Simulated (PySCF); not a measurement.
```xyz
12

C     2.5232   -0.0039   -0.1497
S     1.4789    0.9999    0.9394
C    -0.0750    0.3484    0.4885
O    -1.1198    0.8821    1.1339
C    -2.2677    0.3250    0.7266
C    -2.1456   -0.6314   -0.2220
P    -0.4535   -0.8829   -0.6687
H     2.3976   -1.0542    0.0993
H     2.2406    0.1769   -1.1833
H     3.5477    0.3076    0.0244
H    -3.1558    0.7024    1.2007
H    -2.9695   -1.1703   -0.6506
```

Geometry: GFN2-xTB.

Method: PBE0/def2-SVPD, SCF density, gas phase (PySCF).

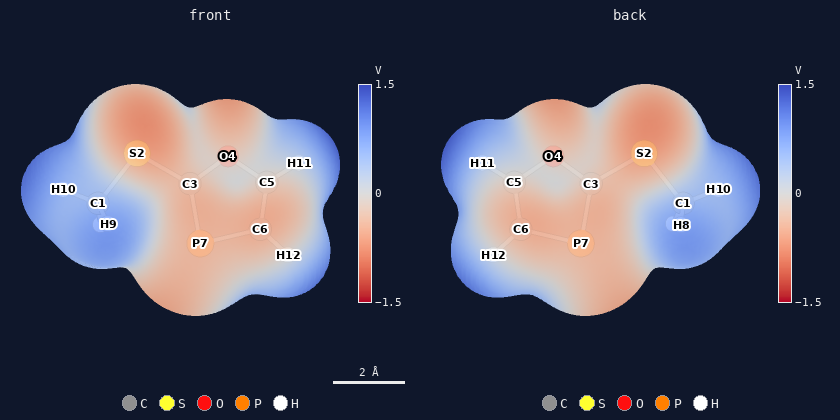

C$_{4}$H$_{5}$OPS. The molecular electrostatic potential painted on the density surface at 0.002 e/bohr³, seen from the front and from behind; the colour scale runs from red (negative) to blue (positive).

### Describe the electrostatic potential map.

The most negative region (about −0.8 V) lies over S2, the most positive (about +1.3 V) over H11.

### What dipole moment does the calculation give?

Its dipole moment is 0.48 D.
